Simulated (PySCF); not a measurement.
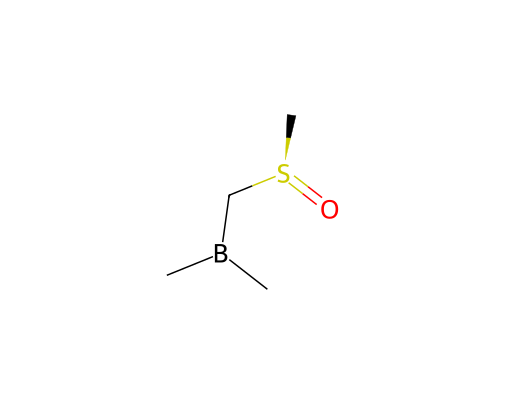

A structural formula.

**Transcribe the drawing into SMILES.**

CB(C)C[S@@](C)=O

**What is the molecular formula?**

C4H11BOS.

**An optimisation with GFN2-xTB gave a structure of which point group?**

C1.

The parts below concern this one geometry. Atoms keep their numbers from picture to picture. Computed geometry: GFN2-xTB optimisation. No frequency run is at hand to confirm it as a minimum.

## NMR shielding

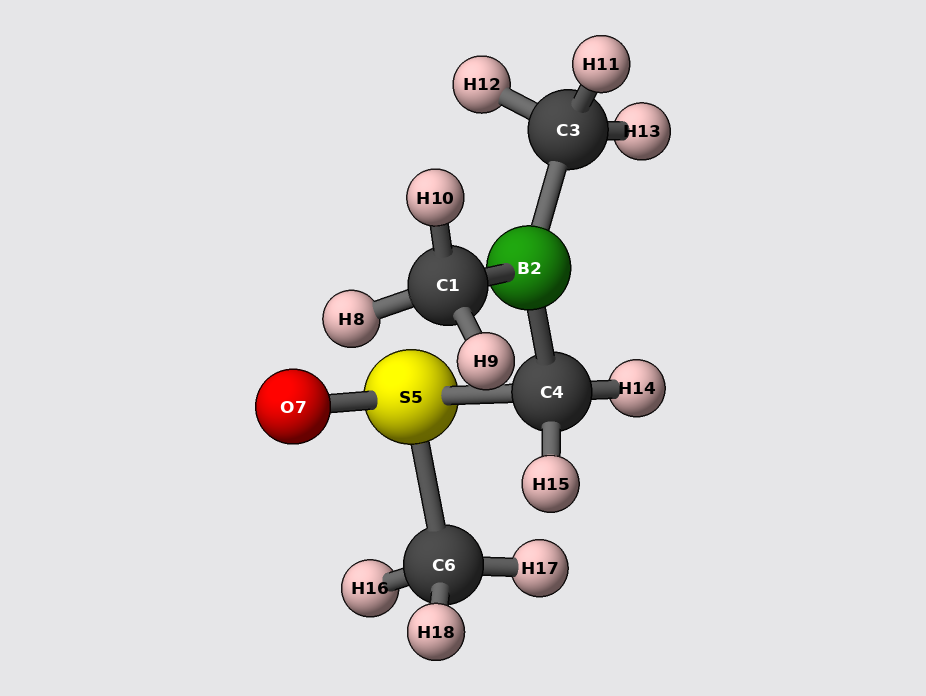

No frequency run is at hand to confirm it as a minimum. Properties computed with GIAO PBE0/pcSseg-1 NMR shielding, non-relativistic, gas phase (PySCF 2.14.0). Principal shieldings σ11 ≤ σ22 ≤ σ33, span Ω = σ33 − σ11, skew κ = 3(σiso − σ22)/Ω.

Give the shielding tensors of the S atoms.

| atom | σ11 | σ22 | σ33 | σiso | Ω | κ |
| --- | --- | --- | --- | --- | --- | --- |
| S5 | 25.3 | 79.5 | 430.9 | 178.6 | 405.7 | 0.73 |

Shieldings and span in ppm.

## Electronic properties

No frequency run is at hand to confirm it as a minimum. Level of theory: PBE0/def2-SVPD, gas phase (PySCF 2.14.0). Excitations: vertical, linear response.

Predict the main results.

- dipole moment: 3.45 D
- HOMO energy (Kohn–Sham orbital): −6.82 eV
- LUMO energy (Kohn–Sham orbital): −1.03 eV
- HOMO–LUMO gap: 5.79 eV
- mean static polarisability: 89.6 bohr³
- lowest vertical singlet excitation: 4.61 eV
- its oscillator strength: 0.022
- brightest of the 6 lowest singlets: 5.90 eV
- its oscillator strength: 0.09

## Bond orders

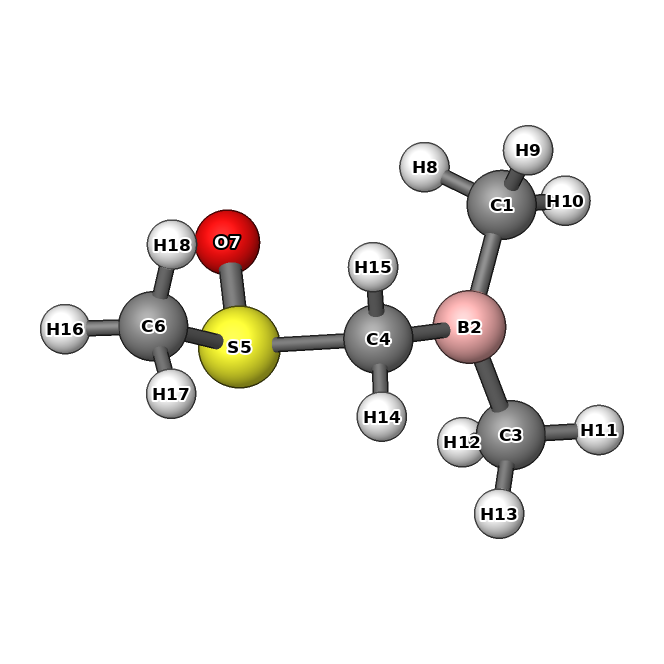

The thickness of each stick grows with its Mayer bond order. No frequency run is at hand to confirm it as a minimum. Level of theory: PBE0/pcSseg-1 (PySCF 2.14.0).

**Which bond between heavy atoms has the highest Mayer bond order?**

S5–O7, 1.51, at a length of 1.464 Å.

List the Mayer bond orders of C1–B2, B2–C3, B2–C4, C4–S5, S5–C6, S5–O7 (bonds between heavy atoms, one of each equivalent set).

```
 bond  Mayer order  length (Å)
C1–B2         1.08       1.568
B2–C3         1.08       1.575
B2–C4         0.92       1.576
C4–S5         0.87       1.873
S5–C6         0.91       1.855
S5–O7         1.51       1.464
```

## Charges

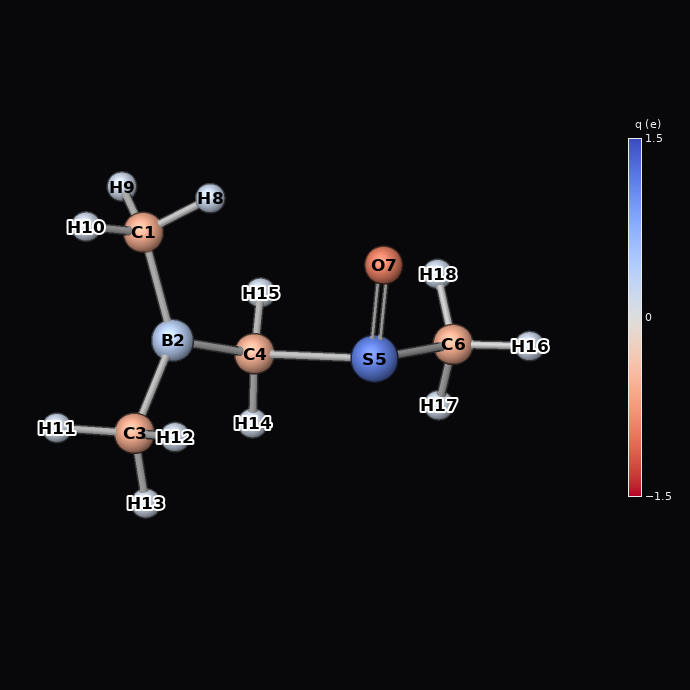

Atoms are coloured by their IAO charges. No frequency run is at hand to confirm it as a minimum. Properties computed with PBE0/pcSseg-1, gas phase (PySCF 2.14.0).

List the IAO charges.

```csv
atom,value (e)
C1,−0.58
B2,0.34
C3,−0.58
C4,−0.55
S5,1.10
C6,−0.57
O7,−0.90
H8,0.19
H9,0.16
H10,0.14
H11,0.16
H12,0.17
H13,0.14
H14,0.15
H15,0.15
H16,0.17
H17,0.16
H18,0.16
```

The geometry is semi-empirical. Around B such bond lengths and angles can be off by a tenth of an ångström or more and by several degrees, and values that hang on the shape move with them.
